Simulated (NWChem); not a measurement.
# One shape, several levels: C2 (SMILES [C]#[C])

Aim: a comparison of 6 runs (HF/3-21G, HF/aug-cc-pVTZ, M06-2X/aug-cc-pVTZ, B3LYP/6-31G*, r2SCAN/aug-cc-pVTZ, MP2/aug-cc-pVTZ) of C2. 

Program for the calculation: NWChem 7.3.0.

13 further runs of the same task are left out: 13 set aside as unsound or not needed. Runs told in other sessions of the task aren't counted.

### Step 1. Starting point

C2 has 2 atoms, charge 0, and is taken as a singlet. SMILES: `[C]#[C]`. The C1–C2 distance was set to 2.243 Å, away from the relaxed value.

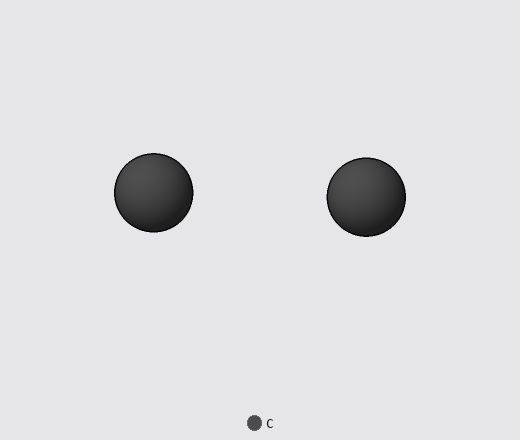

The structure, seen from a chosen angle (carbon dark grey).

### Step 2. The energy at HF/3-21G (run 1)

File run.py:

```python
from ase import Atoms
from ase.calculators.nwchem import NWChem

mol = Atoms('CC', positions=[
    [0.000000, -0.000000, -1.039640],
    [-0.000000, 0.000000, 1.203460],
])

calc = NWChem(
    label='input',
    theory='scf',
    memory='2200 mb',
    basis='3-21G',
    basispar='spherical bse',
    scf={'nopen': '0', 'rhf': None, 'thresh': '1e-08', 'maxiter': '80'},
    task='energy',
)
mol.calc = calc

print(f"energy = {mol.get_potential_energy():.6f} eV")
print("dipole (e A):", mol.get_dipole_moment().round(4))
```

Command:

```sh
$ export ASE_NWCHEM_COMMAND="nwchem PREFIX.nwi > PREFIX.nwo"
$ python run.py
```

What it wrote:

```text
energy = -2035.264976 eV
dipole (e A): [ 0. -0. -0.]
```

The calculator wrote input.nwi:

```
title "input"

permanent_dir input

scratch_dir input

start input

geometry units angstrom nocenter noautosym noautoz
  C  0.0000000000000000e+00 -0.0000000000000000e+00 -1.0396399999999999e+00
  C  -0.0000000000000000e+00 0.0000000000000000e+00 1.2034600000000000e+00
end

memory 2200 mb

basis spherical bse noprint
   * library 3-21G
end

scf
  nopen 0
  rhf
  thresh 1e-08
  maxiter 80
end

task scf energy
```

input.nwo:

```text
Northwest Computational Chemistry Package (NWChem) 7.3.0
             --------------------------------------------------------

           Job information
           ---------------

    nwchem branch   = 7.3.0
    use scalapack   = T
    input           = input.nwi
    prefix          = input.
    data base       = input/input.db
    status          = startup
    nproc           =        1

           Memory information
           ------------------

    heap     =     72089596 doubles =      550.0 Mbytes
    stack    =     72089601 doubles =      550.0 Mbytes
    global   =    144179200 doubles =     1100.0 Mbytes (distinct from heap & stack)
    total    =    288358397 doubles =     2200.0 Mbytes
    verify   = yes
    hardfail = no

[... 89 lines left out ...]
 Convergence threshold     :          1.000E-08
[... 12 lines left out ...]
       Final RHF  results
[... 3 lines left out ...]
      One-electron energy =   -116.870442888442
[... 1 line left out ...]
 Nuclear repulsion energy =      8.492880818505
[... 24 lines left out ...]
                       ROHF Final Molecular Orbital Analysis
[... 137 lines left out ...]
  Mulliken analysis of the total density
  --------------------------------------

    Atom       Charge   Shell Charges
 -----------   ------   -------------------------------------------------------
    1 C    6     6.00   1.99  0.51  0.79  1.46  1.24
    2 C    6     6.00   1.99  0.51  0.79  1.46  1.24

       Multipole analysis of the density wrt the origin
       ------------------------------------------------

     L   x y z        total         open         nuclear
     -   - - -        -----         ----         -------
     0   0 0 0     -0.000000      0.000000     12.000000

     1   1 0 0      0.000000      0.000000      0.000000
[... 8 lines of this table left out ...]
     2   0 0 2    -11.521672      0.000000     54.190915

 Task  times  cpu:        0.0s     wall:        0.0s
 Total times  cpu:        0.1s     wall:        0.1s
```

Wall time 0.82 s (1 thread of AMD EPYC 9B45 (Zen 5), shared host); peak memory 0.099 GiB.

### Step 3. A single-point energy at HF/aug-cc-pVTZ (run 2)

File sp.nw:

```
start sp
memory 2200 mb

geometry units atomic noautosym nocenter noautoz
  C    0.00000000   0.00000000  -1.96463487
  C    0.00000000   0.00000000   2.27420980
end

basis spherical bse
  * library aug-cc-pVTZ
end

scf
  thresh 1e-08
  maxiter 80
  print low
end

task scf energy
```

Command:

```sh
$ nwchem sp.nw > sp.out
```

What it wrote:

```text
[...]
  functions       =    92
[...]
  wavefunction    = RHF
[...]
         Total SCF energy =    -75.223141398617
      One-electron energy =   -117.230720916699
      Two-electron energy =     33.514699310702
 Nuclear repulsion energy =      8.492880207380
        Time for solution =      5.1s
 Task  times  cpu:        5.2s     wall:        5.2s
[...]
```

Run time: 5.7 s. Hardware: 1 thread of AMD EPYC 9B45 (Zen 5), shared host; peak memory 0.1 GiB.

Run 3 isn't shown in full; the table further down has it.

### Step 4. The energy at B3LYP/6-31G(d) (spherical functions) (run 4)

File calc.nw:

```
start calc
title "C2 B3LYP"
memory total 2200 mb

geometry units atomic noautosym nocenter noautoz
  C   0.00000000  0.00000000 -1.96463487
  C   0.00000000  0.00000000  2.27420980
end

basis "ao basis" spherical bse
  * library 6-31G*
end

dft
  xc b3lyp
  grid xfine
  convergence energy 1e-08
  maxiter 100
  mulliken
  noprint "final vectors analysis"
end

task dft energy
```

Command:

```sh
$ nwchem calc.nw > calc.out
```

What it wrote:

```text
[...]
          Wavefunction type:  closed shell.
          No. of atoms     :     2
          No. of electrons :    12
[...]
          Charge           :     0
          Spin multiplicity:     1
[...]
          AO basis - number of functions:    28
[...]
              XC Information
              --------------
                         B3LYP Method XC Potential
                     Hartree-Fock (Exact) Exchange  0.200
                        Slater Exchange Functional  0.800 local
                    Becke 1988 Exchange Functional  0.720 non-local
              Lee-Yang-Parr Correlation Functional  0.810
                  VWN I RPA Correlation Functional  0.190 local
[...]
 d= 0,ls=0.0,diis     1    -75.6601724492 -8.42D+01  1.96D-02  1.76D-01     0.1
[...]
 d= 0,ls=0.0,diis     8    -75.6923236283 -2.52D-12  2.27D-09  1.63D-14     0.8
         Total DFT energy =      -75.692323628310
      One electron energy =     -117.823013606437
           Coulomb energy =       43.958063884415
    Exchange-Corr. energy =      -10.320254113668
 Nuclear repulsion energy =        8.492880207380
[...]
      Total Density - Mulliken Population Analysis
     ---------------------------------------------
    Atom       Charge   Shell Charges
 -----------   ------   -------------------------------------------------------
    1 C    6     6.00   2.00  0.90  1.13  1.08  0.89  0.00
    2 C    6     6.00   2.00  0.90  1.13  1.08  0.89  0.00
[...]
```

Wall time 1.2 s (1 thread of AMD EPYC 9B45 (Zen 5), shared host); peak memory 0.11 GiB.

Run 5 isn't shown in full; the table further down has it.

### Step 5. A single-point energy at MP2/aug-cc-pVTZ (run 6)

File work.nw:

```
start work
title "C2"
memory stack 880 mb heap 220 mb global 1100 mb
geometry units angstroms noautosym nocenter noautoz
   C        0.000000       0.000000      -1.039640
   C        0.000000       0.000000       1.203460
end
basis spherical bse
   * library aug-cc-pVTZ
end
scf
   thresh 1e-08
   maxiter 80
end
mp2
   freeze core 2
   tight
end
task mp2 energy
```

Command:

```sh
$ nwchem work.nw > work.out
```

What it wrote:

```text
[...]
  functions       =    92
[...]
  wavefunction    = RHF
[...]
         Total SCF energy =    -75.223141440427
      One-electron energy =   -117.230722195630
      Two-electron energy =     33.514699936698
 Nuclear repulsion energy =      8.492880818505
        Time for solution =      5.1s
[...]
          Total MP2 energy           -75.559125041695
[...]
```

Run time: 6.6 s. Hardware: 1 thread of AMD EPYC 9B45 (Zen 5), shared host; peak memory 0.16 GiB.

### Step 6. Overview of the runs

```
run                               level  iteration cap  module  energy (Eh)  wall time
  1                            HF/3-21G             80     scf   -74.794609     0.82 s
  2                      HF/aug-cc-pVTZ             80     scf   -75.223141      5.7 s
  3                  M06-2X/aug-cc-pVTZ            100     dft   -75.674155      3.9 s
  4  B3LYP/6-31G* (spherical functions)            100     dft   -75.692324      1.2 s
  5                  r2SCAN/aug-cc-pVTZ            100     dft   -75.665144        9 s
  6                     MP2/aug-cc-pVTZ             80     mp2   -75.559125      6.6 s
```

### Step 7. Results

```
                                          quantity         value
                               run 6: total energy  -75.55913 Eh
        run 6: HOMO energy (Hartree–Fock orbitals)      -8.43 eV
        run 6: LUMO energy (Hartree–Fock orbitals)      -0.74 eV
      run 6: HOMO–LUMO gap (Hartree–Fock orbitals)       7.69 eV
run 6: correlation energy (2 core orbitals frozen)    -336.0 mEh
```

What this shows: Totals of different functionals can't be ranked against each other. In all runs a closed-shell determinant meets a far-stretched bond; if it breaks into open shells, such a determinant describes it badly, and no broken-symmetry solution was shown. All runs together took 27 s, the longest 9 s.
